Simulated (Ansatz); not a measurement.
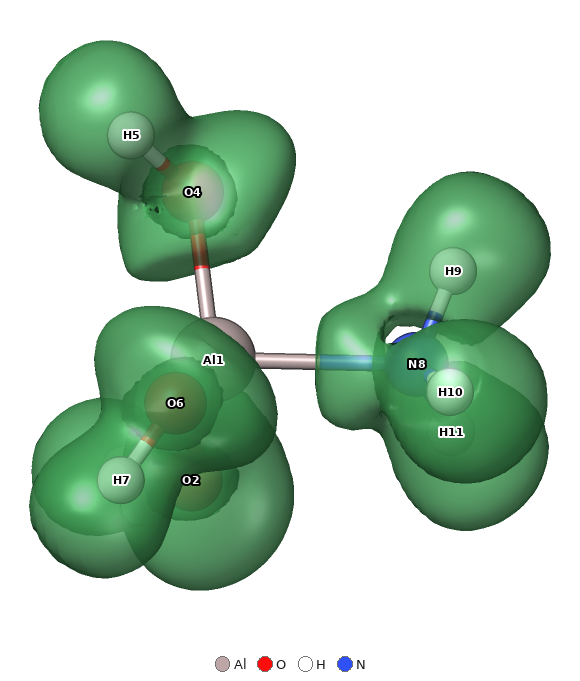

*AlH₆NO₃. Isosurface of the electron localisation function at 0.75 (green), seen across its widest extent. Only the valence region is drawn (cores and ρ < 0.01 e/Å³ removed).*

These are results of Ansatz 0.2.0, RKS B3LYP-D4/def2-SVP, not measurements.

```xyz
11

Al   -0.1117    0.0905    0.3623
O    -0.6027   -0.4514    1.9338
H    -0.2746   -1.2733    2.3074
O     1.5139   -0.2314   -0.1427
H     1.6957   -0.6931   -0.9653
O    -1.3114    0.1782   -0.8842
H    -2.1472   -0.2889   -0.8065
N     0.0999    2.0477    0.8181
H     1.0645    2.3329    0.6376
H    -0.5284    2.6233    0.2547
H    -0.1105    2.1923    1.8076
```

**Identify the bonds, lone pairs and shells in this picture.**

The surface consists of one joined region spread over several atoms (H, N), in which their bonds and any lone pairs are merged and three joined regions spread over several atoms (H, O), in which their bonds and any lone pairs are merged.

Values along the shortest contacts:
Al–O (1.73 Å): the ELF peaks at about 0.90 in the valence shell of O, 0.6 Å from its nucleus, and is about 0.45 at the midpoint. Al–N (2.02 Å): the ELF peaks at about 0.95 between the atoms: a shared but strongly polarised pair.
